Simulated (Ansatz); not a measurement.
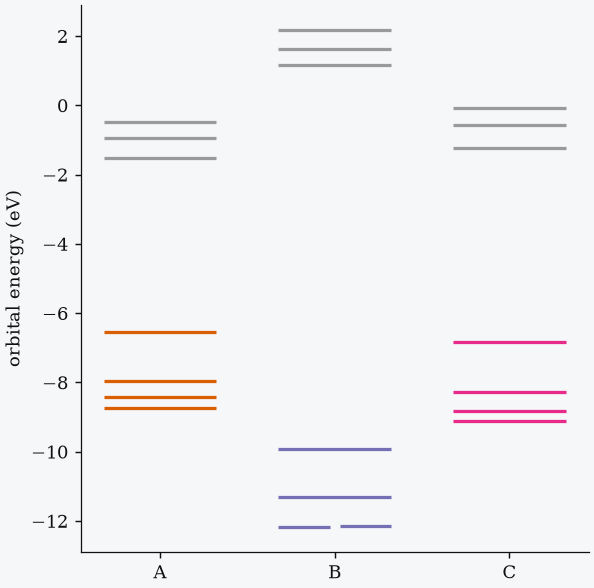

Frontier orbital energies of Si₂H₅SF, SMILES F[SiH2]S[SiH3] at one geometry, def2-TZVPP, the Ansatz code 0.2.0, at a PBE0-D4/def2-TZVP geometry (no frequency check). Empty levels are grey, levels within 0.1 eV stand side by side; all columns show the same few orbitals around the gap.

The columns come from PBE, r2SCAN and ωB97M-V. Which is which?

Answer. A: PBE (HOMO −6.55, LUMO −1.53, separation 5.02 eV)
B: ωB97M-V (HOMO −9.91, LUMO 1.15, separation 11.06 eV)
C: r2SCAN (HOMO −6.84, LUMO −1.22, separation 5.62 eV)

Caveats, for all or some of the runs: empty levels above zero depend strongly on the basis; one conformer of a flexible molecule.
